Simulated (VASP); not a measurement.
Band structure of CoSi$_{2}$ (fluorite). All values below come from PBE GGA with D3 dispersion (Becke-Johnson damping), VASP's PBE PAW potentials (set 64) (plane waves; VASP).

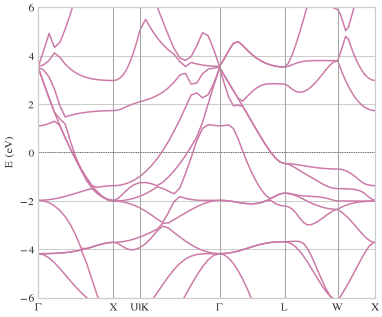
Bands along high-symmetry lines, zero at the valence-band maximum or, without a gap, the Fermi level

Task: Read the plot: is there a gap, and where are the band edges?

Result: It has no gap at this level: it comes out as a metal or semimetal. (Edges off the drawn lines would not show.)

The compound is CoSi2 in the fluorite structure. It was relaxed first. The run is not spin-polarised, so no magnetic state was tried. The electron count is odd and the run is not spin-polarised, which forces a metal.
